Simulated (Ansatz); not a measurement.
# Ca2TaO3: properties of a relaxed candidate

This session takes a relaxed cell of Ca2TaO3 and sets out to compute bands, density of states and charges.

Method: DFT PBE, scalar-relativistic, plane waves, PAW, in Ansatz 0.2.0.

1 further run of the same task is left out (set aside as unsound or not needed). Runs told in other sessions of the task aren't counted.

## 1. The starting structure

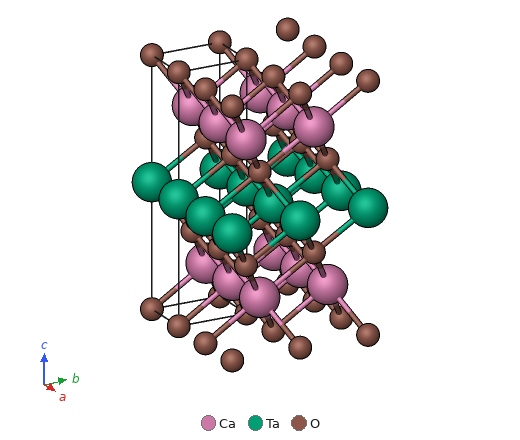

The starting structure, seen slightly off an axis (calcium pink, tantalum teal, oxygen brown). 3×2×1 cells are drawn. Atoms on the faces are drawn again on the opposite ones.

Structure file:

```cif
data_structure
_symmetry_space_group_name_H-M 'P 1'
_symmetry_Int_Tables_number 1
_cell_length_a 3.1996
_cell_length_b 3.1996
_cell_length_c 8.4681
_cell_angle_alpha 90.000
_cell_angle_beta 90.000
_cell_angle_gamma 120.000
_cell_volume 75.08
loop_
_atom_site_label
_atom_site_type_symbol
_atom_site_fract_x
_atom_site_fract_y
_atom_site_fract_z
_atom_site_occupancy
Ca1 Ca 0.33333 0.66667 0.17003 1
Ca2 Ca 0.66667 0.33333 0.82997 1
Ta1 Ta 0.00000 0.00000 0.50000 1
O1 O 0.33333 0.66667 0.66427 1
O2 O 0.66667 0.33333 0.33573 1
O3 O 0.00000 0.00000 0.00000 1
```

The cell was relaxed beforehand at this level, from a database cell with other species swapped in; it is a trial structure. At a tolerance of 0.05 Å it has space group P-3m1 (No. 164); it has 12.51 Å³/atom, an uncorrected energy of -2.26 eV/atom over the elements.

## 2. Electronic structure at the relaxed geometry

input.yaml reads:

```yaml
crystal:
  lattice:
    - [3.1996328146, 0.0, 0.0]
    - [-1.5998164073, 2.7709633003, 0.0]
    - [0.0, 0.0, 8.4681104758]
  atoms:
    - { symbol: Ca, position: [0.3333333333, 0.6666666667, 0.1700277735] }
    - { symbol: Ca, position: [0.6666666667, 0.3333333333, 0.8299722265] }
    - { symbol: Ta, position: [0.0, 0.0, 0.5] }
    - { symbol: O, position: [0.3333333333, 0.6666666667, 0.6642697804] }
    - { symbol: O, position: [0.6666666667, 0.3333333333, 0.3357302196] }
    - { symbol: O, position: [0.0, 0.0, 0.0] }
basis:
  ecutwfc: 420
kpoints:
  mp_grid: { grid: [12, 12, 6] }
  band_path:
    path:
      - [[0.0, 0.0, 0.0], [0.5, 0.0, 0.0], [0.33333333, 0.33333333, 0.0], [0.0, 0.0, 0.0], [0.0, 0.0, 0.5], [0.5, 0.0, 0.5], [0.33333333, 0.33333333, 0.5], [0.0, 0.0, 0.5]]
      - [[0.5, 0.0, 0.5], [0.5, 0.0, 0.0]]
      - [[0.33333333, 0.33333333, 0.5], [0.33333333, 0.33333333, 0.0]]
    npoints: 14
hamiltonian:
  xc: pbe
scf:
  occupations: { method: gaussian, width: 0.1 }
  n_extra_bands: 15
output:
  forces: true
  stress: true
  eigenvalues: true
  populations: true
  dos: { projected: true, de: 0.02, nscf_kmesh: { grid: [15, 15, 8] } }
  bader: true
  write_density: true
  write_potential: true
  elf: true
  volumetric_format: npy
```

On the command line:

```
ansatz run input.yaml --threads 1 --pin off --max-ram 2560MiB --backend cpu --events-out ev --progress --plain --runs-dir out
```

The log of the run:

```text
Warning: RAYON_NUM_THREADS=1 ignored (pool sized by the plan → 1); use --threads N
scf.n_extra_bands = 15 over 26 filled bands (N_el = 51.0): the run solves 41 bands
Engine: ansatz 0.2.0, x86_64-unknown-linux-gnu
Pseudopotentials: kind: paw
Pseudopotential: Ca, paw, valence charge 10, recommended cutoff 420 eV (normal), Ca.paw.azcp
Pseudopotential: Ta, paw, valence charge 13, recommended cutoff 420 eV (normal), Ta.paw.azcp
Pseudopotential: O, paw, valence charge 6, recommended cutoff 420 eV (normal), O.paw.azcp
Functional definition: PBE
  parameter kappa = 0.804
  parameter beta = 0.06672455060314922
  exchange = pbe_x(kappa = kappa, mu = beta*pi^2/3)
  correlation = pbe_c(beta = beta)
Crystal: 6 atoms, lattice volume = 75.079 Å³
Basis set: ecut = 420 eV, 1481 PW (Γ), exchange–correlation on 48×48×120 points (8 copies of the dense FFT grid, shifted against one another)
Bands: 41, of which v1, the nominal top of the filled ones, is band 26 counted from 1 (25 counted from 0)
Symmetry: 12 space group operations
Space group: P-3m1 (ITA 164), of the structure as read, at distance tolerance 4.2e-5 Å
k-points: 100 of 864
Non-local potential: Ca, projectors of the file, l = 0: 3, l = 1: 2, l = 2: 2
Non-local potential: Ta, projectors of the file, l = 0: 3, l = 1: 2, l = 2: 2, l = 3: 1
Non-local potential: O, projectors of the file, l = 0: 2, l = 1: 2, l = 2: 1
PAW form: soft (Blöchl's): semilocal exchange-correlation on the pseudo side does not see the compensation charge
PAW one-centre angular grid: Ca, 110 points (default); XC on 64 Gauss nodes
PAW one-centre angular grid: Ta, 590 points (default); XC on 64 Gauss nodes
PAW one-centre angular grid: O, 110 points (default); XC on 64 Gauss nodes
Initial density: superposition of atomic densities (neutral atoms: chi_scale 0, normalization atom), corrected by the library's trained network
Initial wavefunctions: pseudopotential atomic-orbital guess
Functional: x = pbe(κ = 0.804, μ = 0.2195149727645171), c = pbe(β = 0.06672455060314922)
SCF iter   1: F=—  HF=-15274.456619 eV  |F-HF|=—  |Δ(HF+E_count)|=         —  Δρ=7.43e-3  dr2=1.53e-1  ethr=1.77e-3  ⟨swp⟩=8.4  Hψ=22307  notcnv=0  defer=100
preconditioner: auto → Kerker (q_TF=auto, 2.558 Å⁻¹)  [metal: Δε(μ)=0.048 eV  Ē_g=16.895 eV  σ=0.100 eV  W_gap=0.25  n_scr=24 (ndim 8)  ℏωp=26.8 eV  f_vac=0.000  D(μ)=1.67/eV (n_scr^D=4)]
SCF iter   2: F=—  HF=-15274.446008 eV  |F-HF|=—  |Δ(HF+E_count)|=   1.06e-2  Δρ=4.50e-3  dr2=8.72e-2  ethr=2.99e-4  ⟨swp⟩=1.0  Hψ=4900  notcnv=0  defer=146
SCF iter   3: F=—  HF=-15274.433353 eV  |F-HF|=—  |Δ(HF+E_count)|=   1.27e-2  Δρ=1.56e-3  dr2=1.45e-2  ethr=1.71e-4  ⟨swp⟩=1.4  Hψ=3393  notcnv=0  defer=146
SCF iter   4: F=—  HF=-15274.430761 eV  |F-HF|=—  |Δ(HF+E_count)|=   2.59e-3  Δρ=1.02e-3  dr2=3.07e-3  ethr=2.84e-5  ⟨swp⟩=1.2  Hψ=4135  notcnv=0  defer=162
SCF iter   5: F=—  HF=-15274.430092 eV  |F-HF|=—  |Δ(HF+E_count)|=   6.69e-4  Δρ=4.11e-4  dr2=4.65e-4  ethr=6.01e-6  ⟨swp⟩=1.5  Hψ=4343  notcnv=0  defer=198
SCF iter   6: F=—  HF=-15274.429965 eV  |F-HF|=—  |Δ(HF+E_count)|=   1.27e-4  Δρ=1.32e-4  dr2=3.42e-5  ethr=9.11e-7  ⟨swp⟩=2.5  Hψ=5089  notcnv=0  defer=198
SCF iter   7: F=—  HF=-15274.429913 eV  |F-HF|=—  |Δ(HF+E_count)|=   5.19e-5  Δρ=4.01e-5  dr2=1.72e-6  ethr=6.71e-8  ⟨swp⟩=2.0  Hψ=5043  notcnv=0  defer=198
SCF iter   8: F=—  HF=-15274.429913 eV  |F-HF|=—  |Δ(HF+E_count)|=   6.50e-8  Δρ=1.26e-5  dr2=1.56e-7  ethr=3.38e-9  ⟨swp⟩=3.0  Hψ=5761  notcnv=0  defer=198
SCF iter   9: F=-15274.429913 eV  HF=-15274.429913 eV  |F-HF|=5.26e-10  |Δ(HF+E_count)|=   1.66e-8  Δρ=3.34e-6  dr2=9.13e-9  ethr=1.96e-10  ⟨swp⟩=12.3  Hψ=27042  notcnv=0
SCF 1 converged in 9 iterations: F = -15274.429913 eV  dr2 = 9.13e-9
NSCF: frozen V_eff on 129 k-points
NSCF: frozen V_eff on 192 k-points
SCF converged after 9 iterations
Free energy (F): -15274.429913 eV
Harris-Foulkes:  -15274.429913 eV  (|F-HF|=5.26e-10)
Internal energy: -15274.419986 eV  (E = F + TS)
E sigma→0 (E₀):  -15274.424950 eV
Entropy (-TS):   -0.009927 eV (-1.655 meV/atom)
Fermi energy:    14.682441 eV
--- Per-component energies (eV) ---
  E_band       = -273.541136
  E_kinetic    = 1458.766533
  E_local      = -2577.094565  (includes V_loc(G=0)·N_el)
  E_nonlocal   = 285.601061
  E_hartree    = 871.911949
  E_xc         = -719.213991
  E_vxc        = -835.693526  (∫ρ·V_xc dr)
  E_paw        = -10587.426676  (= ΣΔE_a)
  E_vpaw       = -348.951313  (= ΣTr[D̂ρ^β])
  E_aug_tail   = 0.007468  (compensation charges beyond the density's cutoff)
  E_ewald      = -4006.971764
  E_smearing   = -0.009927  (= −TS)
  E_closure    = -0.000000  (closes the sum)
  Σ components = -15274.429913   (vs F -15274.429913, Δ=0.00e0)
--- Forces (eV/Å), atoms counted from 1 ---
  atom   1  Ca    -0.00000000     0.00000000    -0.00007189
  atom   2  Ca     0.00000000    -0.00000000     0.00007189
  atom   3  Ta     0.00000000     0.00000000     0.00000000
  atom   4  O      0.00000000     0.00000000     0.00019253
  atom   5  O     -0.00000000    -0.00000000    -0.00019253
  atom   6  O      0.00000000     0.00000000     0.00000000
  max |Σ_I F_I| component: 9.11e-18 eV/Å
--- Stress (GPa, compression-positive) ---
        0.011795      -0.000000      -0.000000
       -0.000000       0.011795       0.000000
       -0.000000       0.000000       0.004267
  P = ⅓ Tr σ = 0.0093 GPa (0.093 kbar)
--- Band table (eV; the first three rows and the last of 100) ---
  k-point 0: bands = ["-54.6687", "-26.6281", "-26.5771", "-21.2919", "-20.9611", "-20.9611", "-8.7407", "-8.0525", "-7.3441", "-7.3441", "-7.3278", "-7.3278", "-6.1008", "-5.2064", "-3.7852", "6.2772", "7.9471", "8.1207", "8.1207", "9.1260", "9.1260", "9.9323", "10.5326", "10.5326", "13.6687", "14.2936", "14.4614", "14.4614", "16.6917", "16.7657", "16.7657", "17.0093", "17.9366", "17.9366", "18.0541", "18.4958", "18.5389", "18.5389", "20.0267", "20.0267", "20.7396"]
  k-point 1: bands = ["-54.6687", "-26.6284", "-26.5769", "-21.2919", "-20.9611", "-20.9611", "-8.7210", "-8.0899", "-7.3440", "-7.3440", "-7.3278", "-7.3278", "-6.0354", "-5.2668", "-3.7721", "6.2414", "8.0663", "8.1124", "8.1124", "9.1509", "9.1509", "9.8007", "10.5097", "10.5097", "13.6974", "14.3947", "14.4675", "14.4675", "16.6034", "16.8052", "16.8052", "17.0821", "17.7144", "17.8679", "17.8679", "18.6089", "18.6089", "18.7868", "19.8326", "19.8326", "20.9219"]
  k-point 2: bands = ["-54.6687", "-26.6288", "-26.5764", "-21.2919", "-20.9611", "-20.9611", "-8.6747", "-8.1697", "-7.3439", "-7.3439", "-7.3279", "-7.3279", "-5.8653", "-5.4275", "-3.7471", "6.1767", "8.0961", "8.0961", "8.3530", "9.2013", "9.2013", "9.4872", "10.4615", "10.4615", "13.7328", "14.4796", "14.4796", "14.6469", "16.4616", "16.8899", "16.8899", "17.0305", "17.4558", "17.7574", "17.7574", "18.7214", "18.7214", "19.0742", "19.5544", "19.5544", "21.1728"]
  k-point 99: bands = ["-54.6420", "-26.4500", "-26.4500", "-21.2707", "-21.2707", "-21.1840", "-8.3235", "-8.3042", "-8.3042", "-7.8933", "-7.5597", "-7.5597", "-5.3889", "-5.3889", "-3.8865", "7.0244", "7.4537", "7.4537", "8.0216", "8.0216", "8.1615", "9.3869", "9.3869", "9.6234", "14.7086", "14.7086", "15.2931", "17.1487", "17.5368", "17.5368", "17.9734", "17.9734", "18.8302", "19.7613", "19.7613", "20.0240", "20.8699", "20.8743", "20.8743", "22.0217", "23.9077"]
--- Löwdin populations: 6 sites ---
  site symbol       q [e]
     0     Ca      8.3265
     1     Ca      8.3265
     2     Ta     12.3661
     3      O      6.9240
     4      O      6.9240
     5      O      7.3246
  spilling = 0.015851 (of n_electrons = 51.000000)
--- Bader charges: 6 sites ---
  site symbol  charge [e]  shift [e]
     0     Ca      1.4194     0.0010
     1     Ca      1.4194     0.0010
     2     Ta      1.4852     0.0036
     3      O     -1.4316     0.0023
     4      O     -1.4316     0.0023
     5      O     -1.4609     0.0010
  estimated error of the sums over rays = 5.6e-4 e
```

Run time: 82 s. Hardware: 1 thread of Intel Xeon at 2.70GHz, shared host; peak memory 0.64 GiB.

By site:

| atom | Löwdin electrons | Bader charge (e) | Bader volume (Å³) |
| --- | --- | --- | --- |
| Ca1 | 8.33 | +1.42 | 11.1 |
| Ca2 | 8.33 | +1.42 | 11.1 |
| Ta3 | 12.37 | +1.49 | 14.9 |
| O4 | 6.92 | -1.43 | 11.9 |
| O5 | 6.92 | -1.43 | 11.9 |
| O6 | 7.32 | -1.46 | 14.2 |

The Löwdin counts miss 0.81 of the 51 electrons, which the atomic orbitals do not span, so they are no charges.

From bands.tsv, the levels nearest the Fermi level at the path's corners, in eV from the Fermi level:

```tsv
point	band 22	band 23	band 24	band 25	band 26	band 27	band 28	band 29
Γ	-4.75	-4.15	-4.15	-1.01	-0.39	-0.22	-0.22	2.01
M	-5.52	-4.88	-4.44	-2.72	0.97	1.71	1.90	2.42
K	-5.28	-5.28	-5.05	0.00	0.00	0.49	2.95	2.95
Γ	-4.75	-4.15	-4.15	-1.01	-0.39	-0.22	-0.22	2.01
A	-5.42	-4.25	-4.25	-0.94	-0.20	-0.20	0.12	1.69
L	-5.72	-5.07	-4.49	-2.49	0.22	1.72	2.42	2.63
H	-5.30	-5.30	-5.06	0.03	0.03	0.61	2.47	2.85
A	-5.42	-4.25	-4.25	-0.94	-0.20	-0.20	0.12	1.69
L	-5.72	-5.07	-4.49	-2.49	0.22	1.72	2.42	2.63
M	-5.52	-4.88	-4.44	-2.72	0.97	1.71	1.90	2.42
H	-5.30	-5.30	-5.06	0.03	0.03	0.61	2.47	2.85
K	-5.28	-5.28	-5.05	0.00	0.00	0.49	2.95	2.95
```

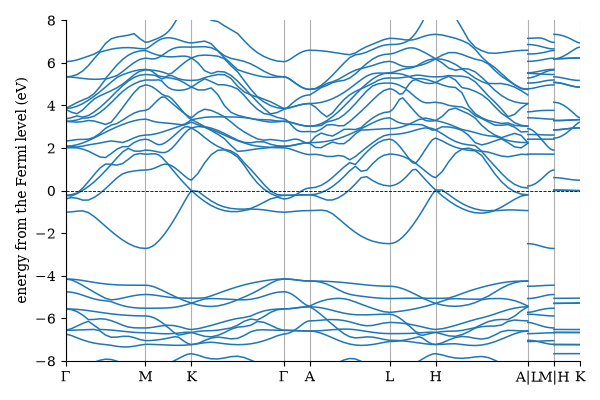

Bands along the path. Deeper bands lie below the window drawn.

States per cell in windows of 1 eV, from dos.tsv and pdos.tsv (zero at the Fermi level):

```
from  to  total  Ta 5d  O 2p
  -8  -7   2.99   0.38  2.22
  -7  -6   6.73   0.69  5.63
  -6  -5   4.32   0.09  3.85
  -5  -4   2.96   0.02  2.72
  -4  -3   0.00   0.00  0.00
  -3  -2   0.47   0.36  0.06
  -2  -1   1.18   0.92  0.17
  -1   0   1.33   1.03  0.18
   0   1   1.78   0.94  0.17
   1   2   3.38   1.39  0.31
   2   3   5.42   2.21  0.48
   3   4   4.75   1.00  0.37
   4   5   4.30   0.19  0.15
   5   6   5.85   0.14  0.17
```

Below -8 eV lie 31 or so more states.

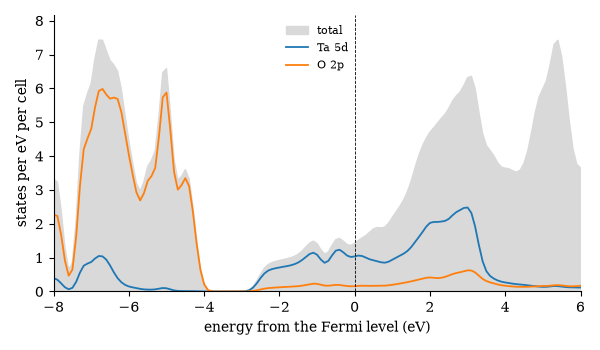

Total and projected density of states, smoothed over about 0.40 eV.

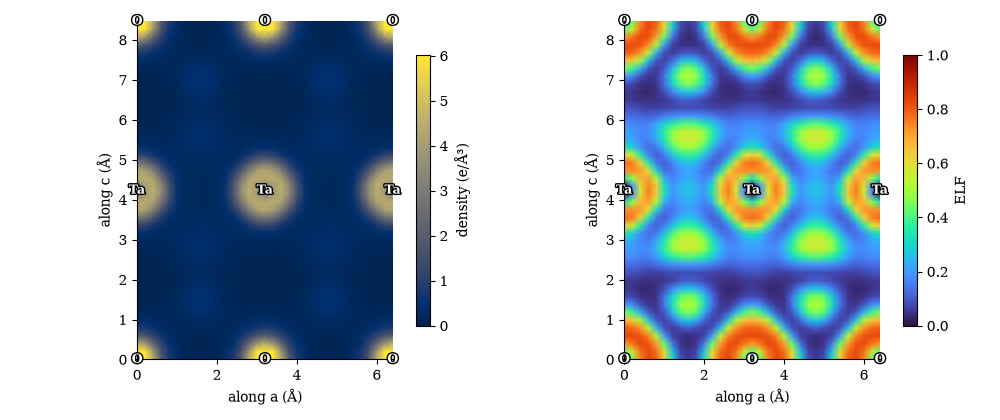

Density (left) and ELF (right) in a lattice plane of the grid's cell (edges 3.20 and 8.47 Å, at 0.000 of the third edge), which holds Ta and O. Only atoms in the plane are labelled; the density scale stops at 6.02 e/Å³. Both are smooth fields of the valence electrons: close to the nuclei they are not physical.

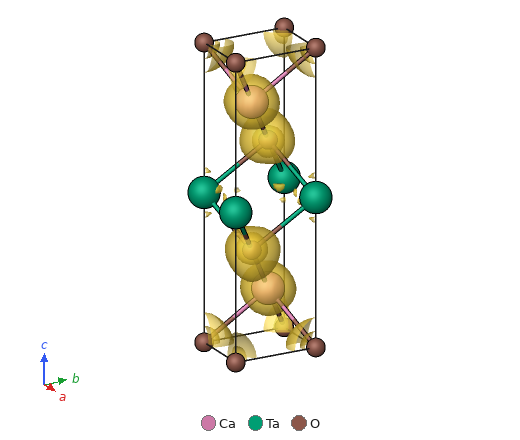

Surface of ELF = 0.77, drawn in one cell.

Maxima of ELF outside the ion cores: 0.85 beside O, off the lines to its neighbours, 0.7 Å from O; 0.83 in the shell around O, 0.7 Å from O.

## 3. Changing settings: pseudopotentials.kind nc, pseudopotentials.accuracy standard

input.yaml reads:

```yaml
crystal:
  lattice:
    - [3.1996328146, 0.0, 0.0]
    - [-1.5998164073, 2.7709633003, 0.0]
    - [0.0, 0.0, 8.4681104758]
  atoms:
    - { symbol: Ca, position: [0.3333333333, 0.6666666667, 0.1700277735] }
    - { symbol: Ca, position: [0.6666666667, 0.3333333333, 0.8299722265] }
    - { symbol: Ta, position: [0.0, 0.0, 0.5] }
    - { symbol: O, position: [0.3333333333, 0.6666666667, 0.6642697804] }
    - { symbol: O, position: [0.6666666667, 0.3333333333, 0.3357302196] }
    - { symbol: O, position: [0.0, 0.0, 0.0] }
basis:
  ecutwfc: 420
kpoints:
  mp_grid: { grid: [12, 12, 6] }
hamiltonian:
  xc: pbe
  pseudopotentials: { kind: nc, accuracy: standard }
scf:
  occupations: { method: gaussian, width: 0.1 }
output:
  forces: true
  eigenvalues: true
  stress: true
```

On the command line:

```
ansatz run input.yaml --threads 1 --pin off --max-ram 2560MiB --backend cpu --events-out ev --progress --plain --runs-dir out
```

The log of the run, shortened:

```text
Warning: basis.ecutwfc = 420 eV is below the records' recommended 1142.878222 eV, and the density's cutoff is lower with it unless basis.ecutrho_ratio is high enough to keep the records' density cutoff: compare with a run at a higher cutoff
Warning: RAYON_NUM_THREADS=1 ignored (pool sized by the plan → 1); use --threads N
[...]
Pseudopotentials: kind: nc
Pseudopotential: Ca, nc, valence charge 10, recommended cutoff 925.187132 eV (normal), Ca.nc.azcp (PseudoDojo's, or run here from an input of PseudoDojo's; its table is named by hamiltonian.pseudopotentials.accuracy)
Pseudopotential: Ta, nc, valence charge 13, recommended cutoff 789.130201 eV (normal), Ta.nc.azcp (PseudoDojo's, or run here from an input of PseudoDojo's; its table is named by hamiltonian.pseudopotentials.accuracy)
Pseudopotential: O, nc, valence charge 6, recommended cutoff 1142.878222 eV (normal), O.nc.azcp (PseudoDojo's, or run here from an input of PseudoDojo's; its table is named by hamiltonian.pseudopotentials.accuracy)
[... 1 set-up line as earlier in the session ...]
[...]
k-points: 100 of 864
[...]
SCF iter   1: F=—  HF=-5218.493771 eV  |F-HF|=—  |Δ(HF+E_count)|=         —  Δρ=2.22e-1  dr2=4.81e1  ethr=3.10e-3  ⟨swp⟩=11.3  Hψ=20112  notcnv=0
[...]
SCF iter  12: F=-5210.854733 eV  HF=-5210.854733 eV  |F-HF|=2.94e-8  |Δ(HF+E_count)|=   1.51e-7  Δρ=1.05e-5  dr2=5.45e-8  ethr=1.96e-10  ⟨swp⟩=13.7  Hψ=20350  notcnv=0
[...]
SCF converged after 12 iterations
Free energy (F): -5210.854733 eV
[...]
E sigma→0 (E₀):  -5210.850286 eV
Entropy (-TS):   -0.008894 eV (-1.482 meV/atom)
Fermi energy:    14.921589 eV
[...]
--- Forces (eV/Å), atoms counted from 1 ---
  atom   1  Ca     0.00000000     0.00000000     0.07677042
  atom   2  Ca    -0.00000000    -0.00000000    -0.07677042
  atom   3  Ta     0.00000000     0.00000000     0.00000000
  atom   4  O     -0.00000000    -0.00000000     0.04010020
  atom   5  O      0.00000000     0.00000000    -0.04010020
  atom   6  O      0.00000000    -0.00000000     0.00000000
[...]
--- Stress (GPa, compression-positive) ---
        5.008471       0.000000      -0.000000
       -0.000000       5.008471       0.000000
       -0.000000       0.000000       2.233442
  P = ⅓ Tr σ = 4.0835 GPa (40.835 kbar)
--- Band table (eV; the first three rows and the last of 100) ---
[...]
```

Run time: 19 s. Hardware: 1 thread of Intel Xeon at 2.70GHz, shared host; peak memory 0.41 GiB.

| run | ending | energy change | pressure (GPa) | gap (eV) | force (eV/Å) | cycles | time |
| --- | --- | --- | --- | --- | --- | --- | --- |
| step 2 | converged | - | 0.0 | 0.00 | 0.00 | 9 | 82 s |
| variant | converged | not comparable | 4.1 | 0.00 | 0.08 | 12 | 19 s |

A change of potentials puts the total energy on another scale; the pressure goes from 0.0 to 4.1 GPa and the largest force goes from 0.00 to 0.08 eV/Å. The cutoff is far under what these potentials recommend, so these values carry a basis error that can be large.

## 4. Outcome

```
                 quantity                                   value
                      gap                            none (metal)
states at the Fermi level                    1.33 per eV per cell
            Bader charges  Ca +1.42, Ta +1.49, O -1.46 to -1.43 e
```

It comes out metallic. Of the projected weight within 0.25 eV of the Fermi level, the largest part is Ta 5d (78 %). Bader charges reach 1.5 e, so charge transfer in this metal is strong. Spin-orbit coupling is left out, which matters for the bands of Ta. The final runs have no spin polarisation, so a magnetic state may lie lower.
